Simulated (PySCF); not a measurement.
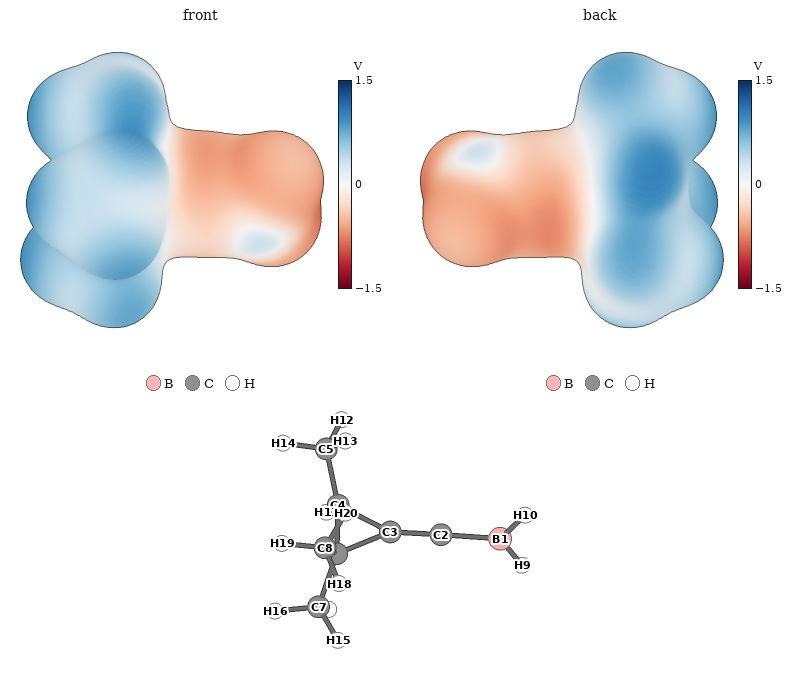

*C₇H₁₂B (doublet). The molecular electrostatic potential painted on the density surface at 0.002 e/bohr³, seen from the front and from behind; the colour scale runs from red (negative) to blue (positive). The bare structure is drawn below in the same view.*

Geometry: GFN2-xTB.

Theory: PySCF, UKS B3LYP, pcH-1 on B C H, non-relativistic, mean-field spin-orbit, GIAO.

The calculation's input:

```
{"job": {"kind": "epr", "basis": "pcH-1"}, "charge": 0, "multiplicity": 2}
B      3.158817    -1.262449     0.653606
C      1.864047    -0.728848     0.209006
C      0.743093    -0.285016    -0.158608
C     -0.110708     0.608521    -1.015571
C      0.024857     2.104371    -0.886666
C     -0.762462    -0.248325     0.024996
C     -1.521734    -1.472912    -0.431554
C     -1.283912     0.354596     1.307325
H      3.584494    -2.239586     0.162412
H      3.757581    -0.703989     1.494753
H     -0.220516     0.271797    -2.043060
H      0.781868     2.470227    -1.578016
H      0.317504     2.392541     0.119420
H     -0.922590     2.587947    -1.126056
H     -1.496231    -2.245215     0.335903
H     -2.563474    -1.214095    -0.623995
H     -1.091267    -1.882453    -1.342601
H     -1.406924    -0.422053     2.060230
H     -2.253568     0.821655     1.132803
H     -0.604025     1.103965     1.702637
```

Run with:

```sh
OMP_NUM_THREADS=1 python probes_run.py task.json out
```

Describe the electrostatic potential map.

The most negative region (about −0.8 V) lies over H10, the most positive (about +1.0 V) over H11.
